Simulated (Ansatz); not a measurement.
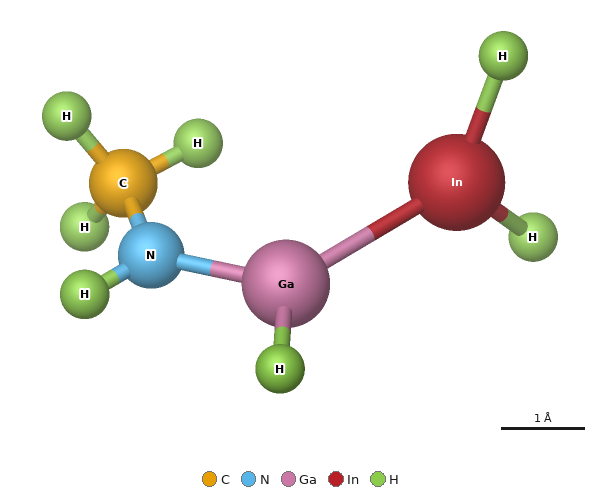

**Figure 1.** The input geometry (ball-and-stick view, seen at a tilt). Sticks mark near contacts. Bond lengths as drawn: C–H 1.10 to 1.11 Å, C–N 1.44 Å, Ga–H 1.58 Å, Ga–In 2.62 Å, Ga–N 1.82 Å, H–In 1.74 Å and H–N 1.02 Å.

**Nudged elastic band of CH$_{7}$GaInN**

CH$_{7}$GaInN, computed with RKS PBE0-D4/def2-SVP (Ansatz 0.2.0).

It belongs to a series of runs on one base structure; here: band between the two ends.

Input
```yaml
crystal:
  periodic: [false, false, false]
  atoms:
    - { symbol: C, position_ang: [-0.873929, 1.528425, -0.090448] }
    - { symbol: "N", position_ang: [0.123864, 1.072123, 0.839072] }
    - { symbol: Ga, position_ang: [1.003436, -0.525929, 0.890375] }
    - { symbol: In, position_ang: [0.420566, -2.292893, -0.954596] }
    - { symbol: H, position_ang: [-0.560411, 2.426221, -0.656505] }
    - { symbol: H, position_ang: [-1.838583, 1.769935, 0.395125] }
    - { symbol: H, position_ang: [-1.085721, 0.744013, -0.836915] }
    - { symbol: H, position_ang: [0.346396, 1.761021, 1.551399] }
    - { symbol: H, position_ang: [2.027738, -0.619849, 2.08445] }
    - { symbol: H, position_ang: [1.283487, -2.388518, -2.467486] }
    - { symbol: H, position_ang: [-0.846833, -3.474559, -0.75448] }
basis:
  gaussian: { orbitals: def2-SVP }
hamiltonian:
  xc: pbe0
  dispersion: d4
neb:
  order_check: false
  images: 5
  f_tol: 0.05
  max_iterations: 52
  initial_path: idpp
  final_atoms:
    - { symbol: C, position_ang: [-0.60262033, 2.06356464, 0.58321175] }
    - { symbol: "N", position_ang: [-0.49781418, 0.76487648, -0.03344047] }
    - { symbol: Ga, position_ang: [0.68586386, -0.56528004, 0.36340218] }
    - { symbol: In, position_ang: [0.61390027, -2.79739527, -1.00699903] }
    - { symbol: H, position_ang: [-1.58489991, 2.23062487, 1.06425426] }
    - { symbol: H, position_ang: [-0.44542969, 2.89129172, -0.13373943] }
    - { symbol: H, position_ang: [0.16178617, 2.16809947, 1.36836842] }
    - { symbol: H, position_ang: [-1.18379317, 0.62222642, -0.76705151] }
    - { symbol: H, position_ang: [1.65620954, -0.17468085, 1.54430638] }
    - { symbol: H, position_ang: [1.74672334, -3.1442012, -2.28660959] }
    - { symbol: H, position_ang: [-0.54991589, -4.05913624, -0.69571196] }
```

Run on 2 threads of Arm Neoverse V2, 24 GiB of memory available, shared host.

Command:
```bash
ansatz run input.yaml --threads 2 --pin off --max-ram 3072MiB --backend cpu --events-out ev --progress --plain --runs-dir out
```

Output
```
Engine: ansatz 0.2.0, aarch64-unknown-linux-gnu
Functional definition: PBE0
  parameter a = 0.25
  parameter kappa = 0.804
  parameter beta = 0.06672455060314922
  exchange = (1 - a)*pbe_x(kappa = kappa, mu = beta*pi^2/3) + a*exact_x
  correlation = pbe_c(beta = beta)
1412 factors; integrals over basis functions are off by at most 3.2e-4 eV
mean field evaluation 1: about -60166.9303 eV, gradient 5.6e1 eV
mean field evaluation 2: about -60137.6645 eV, gradient 1.1e2 eV
mean field evaluation 4: about -60173.8634 eV, gradient 6.5e0 eV
mean field evaluation 8: about -60173.9644 eV, gradient 1.1e-1 eV
mean field evaluation 16: about -60173.9644 eV, gradient 6.5e-5 eV
mean field -60173.96438621 eV, -2211.3524038151 hartree, gradient 6.5e-5 eV, S^2 0.000000; 0 other end points of the search recorded, 0 dependent functions left out
the calculation of the forces begins
reference -60173.96442643 eV, -2211.3524052934 hartree; 36, 36 occupied and 85, 85 virtual orbitals, 1412 factors
1412 factors; integrals over basis functions are off by at most 8.6e-4 eV
mean field evaluation 32: about -60173.9529 eV, gradient 9.0e-5 eV
mean field -60173.95292615 eV, -2211.3519826659 hartree, gradient 1.4e-5 eV, S^2 0.000000; 0 other end points of the search recorded, 0 dependent functions left out
[... from here on the field's lines of each further geometry are left out, up to the last ...]
NEB iter   1: max|band force component| = 7.557e-1 eV/Å  barrier→ = 0.8073 eV  barrier← = 0.7864 eV  Δτ_max = 0.1973 Å  (193 SCF iters)
NEB iter   2: max|band force component| = 5.336e-1 eV/Å  barrier→ = 0.7438 eV  barrier← = 0.7228 eV  Δτ_max = 0.1775 Å  (151 SCF iters)
NEB iter   3: max|band force component| = 2.489e-1 eV/Å  barrier→ = 0.7186 eV  barrier← = 0.6977 eV  CI = image 3  Δτ_max = 0.1129 Å  (146 SCF iters)
NEB iter   4: max|band force component| = 1.490e-1 eV/Å  barrier→ = 0.7129 eV  barrier← = 0.6920 eV  CI = image 3  Δτ_max = 0.0988 Å  (145 SCF iters)
NEB iter   5: max|band force component| = 2.126e-1 eV/Å  barrier→ = 0.7079 eV  barrier← = 0.6870 eV  CI = image 3  Δτ_max = 0.0495 Å  (139 SCF iters)
NEB iter   6: max|band force component| = 1.087e-1 eV/Å  barrier→ = 0.7050 eV  barrier← = 0.6841 eV  CI = image 3  Δτ_max = 0.0980 Å  (136 SCF iters)
NEB iter   7: max|band force component| = 7.386e-2 eV/Å  barrier→ = 0.7024 eV  barrier← = 0.6815 eV  CI = image 3  Δτ_max = 0.0986 Å  (134 SCF iters)
NEB iter   8: max|band force component| = 1.113e-1 eV/Å  barrier→ = 0.6977 eV  barrier← = 0.6768 eV  CI = image 3  Δτ_max = 0.0495 Å  (136 SCF iters)
NEB iter   9: max|band force component| = 1.428e-1 eV/Å  barrier→ = 0.6931 eV  barrier← = 0.6722 eV  CI = image 3  Δτ_max = 0.0494 Å  (132 SCF iters)
NEB iter  10: max|band force component| = 1.601e-1 eV/Å  barrier→ = 0.6882 eV  barrier← = 0.6673 eV  CI = image 3  Δτ_max = 0.0495 Å  (132 SCF iters)
NEB iter  11: max|band force component| = 1.584e-1 eV/Å  barrier→ = 0.6830 eV  barrier← = 0.6621 eV  CI = image 3  Δτ_max = 0.0982 Å  (132 SCF iters)
NEB iter  12: max|band force component| = 1.409e-1 eV/Å  barrier→ = 0.6742 eV  barrier← = 0.6533 eV  CI = image 3  Δτ_max = 0.0976 Å  (140 SCF iters)
NEB iter  13: max|band force component| = 9.093e-2 eV/Å  barrier→ = 0.6688 eV  barrier← = 0.6479 eV  CI = image 3  Δτ_max = 0.0988 Å  (137 SCF iters)
NEB iter  14: max|band force component| = 7.886e-2 eV/Å  barrier→ = 0.6663 eV  barrier← = 0.6454 eV  CI = image 3  Δτ_max = 0.0987 Å  (133 SCF iters)
NEB iter  15: max|band force component| = 1.117e-1 eV/Å  barrier→ = 0.6652 eV  barrier← = 0.6443 eV  CI = image 3  Δτ_max = 0.0493 Å  (135 SCF iters)
NEB iter  16: max|band force component| = 9.381e-2 eV/Å  barrier→ = 0.6649 eV  barrier← = 0.6440 eV  CI = image 3  Δτ_max = 0.0493 Å  (127 SCF iters)
NEB iter  17: max|band force component| = 6.747e-2 eV/Å  barrier→ = 0.6646 eV  barrier← = 0.6437 eV  CI = image 3  Δτ_max = 0.0493 Å  (126 SCF iters)
the calculation of the forces begins
reference -60173.85075958 eV, -2211.3482281137 hartree; 36, 36 occupied and 85, 85 virtual orbitals, 1412 factors
1412 factors; integrals over basis functions are off by at most 5.7e-4 eV
mean field -60173.30615040 eV, -2211.3282140954 hartree, gradient 2.1e-5 eV, S^2 0.000000; 1 other end points of the search recorded, 0 dependent functions left out
the calculation of the forces begins
reference -60173.30619106 eV, -2211.3282155895 hartree; 36, 36 occupied and 85, 85 virtual orbitals, 1412 factors
NEB iter  18: max|band force component| = 4.602e-2 eV/Å  barrier→ = 0.6645 eV  barrier← = 0.6436 eV  CI = image 3  Δτ_max = 0.0000 Å  (266 SCF iters)
```

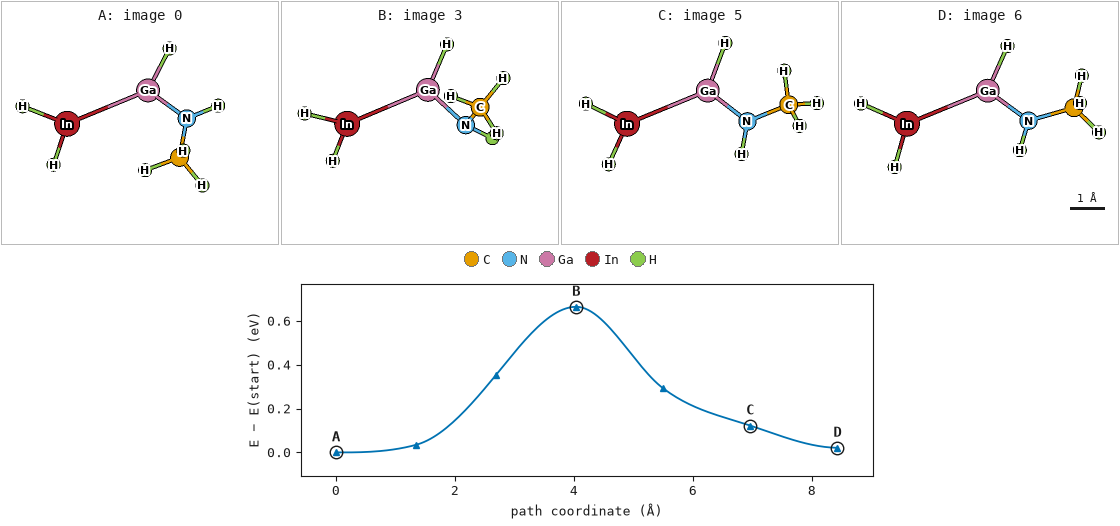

**Figure 2.** Images of the last band (counted from 0; ball-and-stick, seen at a tilt) above the energy along the path; the line is a cubic interpolation that uses the forces. The highest image is number 3, 0.665 eV above the start and 0.644 eV above the end (the climbing image); the end lies 0.021 eV above the start. The path is 8.43 Å long. The band converged in 18 iterations.

```
Total energy: -60173.49620491 eV, -2211.3351984699 hartree
Atom 0 at    -0.305914     1.941113    -0.355425 Å, force    -0.007298    -0.009470     0.008650 eV/Å
Atom 1 at    -0.498317     0.829537     0.554225 Å, force     0.012418    -0.001848     0.000253 eV/Å
Atom 2 at     0.823224    -0.507997     0.628624 Å, force    -0.014638     0.007488    -0.003204 eV/Å
Atom 3 at    -0.007557    -2.815008    -0.299036 Å, force    -0.001092     0.000352     0.000088 eV/Å
Atom 4 at     0.518291     2.639869    -0.096076 Å, force     0.001987     0.003133     0.001327 eV/Å
Atom 5 at    -1.225671     2.546323    -0.445194 Å, force    -0.000670     0.002436    -0.001991 eV/Å
Atom 6 at    -0.093832     1.570250    -1.373805 Å, force     0.000414    -0.000673    -0.000415 eV/Å
Atom 7 at    -0.785606     1.166041     1.471740 Å, force     0.003296     0.000126    -0.005853 eV/Å
Atom 8 at     2.263697    -0.124004     1.190711 Å, force     0.003095    -0.000918     0.000634 eV/Å
Atom 9 at     0.061205    -3.223531    -1.992966 Å, force     0.002735    -0.000637    -0.000446 eV/Å
Atom 10 at    -0.749510    -4.022604     0.717193 Å, force    -0.000246     0.000010     0.000956 eV/Å
Dipole moment:     0.080145     0.186300     0.131491 e Å
this run last wrote the band of iteration 18 to [file]
```

The last band as extended XYZ (Å, eV, eV/Å)
```
11
Properties=species:S:1:pos:R:3:forces:R:3 image=0 energy=-60174.16069
C    -0.8739    1.5284   -0.0904   -0.0067  -0.0036  -0.0047
N     0.1239    1.0721    0.8391    0.0056   0.0056   0.0093
Ga    1.0034   -0.5259    0.8904   -0.0018  -0.0003   0.0003
In    0.4206   -2.2929   -0.9546   -0.0003  -0.0007  -0.0010
H    -0.5604    2.4262   -0.6565    0.0003  -0.0029   0.0036
H    -1.8386    1.7699    0.3951    0.0050  -0.0015  -0.0018
H    -1.0857    0.7440   -0.8369    0.0016   0.0055   0.0031
H     0.3464    1.7610    1.5514   -0.0034  -0.0022  -0.0076
H     2.0277   -0.6198    2.0844   -0.0008   0.0000  -0.0020
H     1.2835   -2.3885   -2.4675   -0.0025  -0.0014   0.0025
H    -0.8468   -3.4746   -0.7545    0.0031   0.0013  -0.0019
11
Properties=species:S:1:pos:R:3:forces:R:3 image=1 energy=-60174.12628
C    -0.6994    1.7214   -0.2580   -0.0060  -0.0102  -0.0048
N     0.0832    1.0969    0.7748    0.0246   0.0097  -0.0055
Ga    0.8589   -0.5517    0.8732   -0.0040   0.0015   0.0153
In    0.2902   -2.5045   -0.7819   -0.0015   0.0113  -0.0030
H    -0.2493    2.6715   -0.6015   -0.0152  -0.0059  -0.0297
H    -1.7362    1.9513    0.0540   -0.0027  -0.0190   0.0155
H    -0.7649    1.0671   -1.1420   -0.0168  -0.0293   0.0088
H     0.2493    1.7141    1.5639    0.0404   0.0274  -0.0074
H     1.8011   -0.6599    2.1341   -0.0170  -0.0150   0.0301
H     0.5773   -2.5454   -2.4987    0.0110   0.0247  -0.0016
H    -0.4102   -3.9608   -0.1180   -0.0127   0.0048  -0.0178
11
Properties=species:S:1:pos:R:3:forces:R:3 image=2 energy=-60173.80694
C    -0.5347    1.8899   -0.3437   -0.0315  -0.0153  -0.0206
N    -0.2175    0.9723    0.7207    0.0839   0.0568   0.0369
Ga    0.8463   -0.5306    0.6953   -0.0003  -0.0125   0.0209
In    0.1721   -2.7033   -0.6027    0.0057   0.0238  -0.0464
H     0.1488    2.7617   -0.3493   -0.0571   0.0286  -0.1012
H    -1.5632    2.2908   -0.2861   -0.0546  -0.0527   0.0097
H    -0.4258    1.4070   -1.3277   -0.0637  -0.0596  -0.0085
H    -0.2302    1.4423    1.6206    0.1665   0.1055   0.0251
H     2.0041   -0.4702    1.7733   -0.0696  -0.1138   0.1587
H     0.2862   -3.0753   -2.2952    0.0145   0.0102  -0.0404
H    -0.4861   -3.9846    0.3948    0.0062   0.0290  -0.0343
11
Properties=species:S:1:pos:R:3:forces:R:3 image=3 energy=-60173.49616
C    -0.3059    1.9411   -0.3554   -0.0073  -0.0095   0.0086
N    -0.4983    0.8295    0.5542    0.0124  -0.0018   0.0003
Ga    0.8232   -0.5080    0.6286   -0.0146   0.0075  -0.0032
In   -0.0076   -2.8150   -0.2990   -0.0011   0.0004   0.0001
H     0.5183    2.6399   -0.0961    0.0020   0.0031   0.0013
H    -1.2257    2.5463   -0.4452   -0.0007   0.0024  -0.0020
H    -0.0938    1.5702   -1.3738    0.0004  -0.0007  -0.0004
H    -0.7856    1.1660    1.4717    0.0033   0.0001  -0.0059
H     2.2637   -0.1240    1.1907    0.0031  -0.0009   0.0006
H     0.0612   -3.2235   -1.9930    0.0027  -0.0006  -0.0004
H    -0.7495   -4.0226    0.7172   -0.0002   0.0000   0.0010
11
Properties=species:S:1:pos:R:3:forces:R:3 image=4 energy=-60173.86710
C    -0.1273    2.0878   -0.2930    0.0205  -0.0137   0.0465
N    -0.3454    0.8549    0.4332    0.0284   0.0224  -0.0525
Ga    0.8346   -0.5432    0.5820    0.0098  -0.0114  -0.0149
In   -0.1533   -2.9034    0.0365   -0.0016  -0.0164   0.0472
H     0.7150    2.6717    0.1155    0.0273   0.0248   0.0336
H    -1.0216    2.7287   -0.2606    0.0199   0.0648   0.0922
H     0.0872    1.9213   -1.3657    0.0052   0.0543   0.0056
H    -1.3177    0.7042    0.6645   -0.1228  -0.1186  -0.1617
H     2.3454   -0.1051    0.6902    0.0201   0.0153  -0.0838
H    -0.0355   -3.3694   -1.6497    0.0127  -0.0063   0.0430
H    -0.9813   -4.0474    1.0470   -0.0194  -0.0153   0.0448
11
Properties=species:S:1:pos:R:3:forces:R:3 image=5 energy=-60174.03811
C    -0.0378    2.1976   -0.1950   -0.0099  -0.0003   0.0296
N    -0.3708    0.8265    0.1248    0.0135   0.0044  -0.0336
Ga    0.7733   -0.5916    0.2551   -0.0065  -0.0038  -0.0298
In   -0.2482   -2.9977    0.1594   -0.0015  -0.0063   0.0025
H     0.3824    2.7630    0.6576   -0.0242   0.0139   0.0376
H    -0.9255    2.7507   -0.5423   -0.0037  -0.0005  -0.0057
H     0.6998    2.2507   -1.0115    0.0440   0.0239   0.0226
H    -1.3585    0.6867    0.2996   -0.0067  -0.0058  -0.0246
H     2.2941   -0.1757    0.1960   -0.0053  -0.0055  -0.0353
H    -0.2786   -3.7797   -1.4035   -0.0028  -0.0283   0.0106
H    -0.9301   -3.9306    1.4597    0.0030   0.0084   0.0261
11
Properties=species:S:1:pos:R:3:forces:R:3 image=6 energy=-60174.13978
C    -0.1437    1.9173    1.1246    0.0084  -0.0056   0.0090
N    -0.3567    0.8093    0.2275   -0.0097  -0.0004  -0.0071
Ga    0.6222   -0.7247    0.0987   -0.0016  -0.0032   0.0021
In   -0.0341   -2.5183   -1.6950   -0.0021  -0.0063   0.0024
H    -1.0021    2.0912    1.8008   -0.0041   0.0006  -0.0034
H     0.0499    2.8675    0.5922    0.0009   0.0042  -0.0005
H     0.7324    1.7206    1.7613    0.0047   0.0031   0.0054
H    -1.1556    0.9461   -0.3825   -0.0018   0.0022  -0.0049
H     1.8059   -0.7723    1.1404    0.0021   0.0019  -0.0016
H     0.8242   -2.6877   -3.2035    0.0004   0.0024  -0.0021
H    -1.3424   -3.6491   -1.4645    0.0028   0.0012   0.0007
```

Results in brief

- outcome: converged
- barrier, forward: 0.664 eV
- barrier, backward: 0.644 eV
- wall time: 5.5 min (CPU time 11 min)
- peak memory: 0.34 GiB

Remarks

The order of the saddle point was not checked.
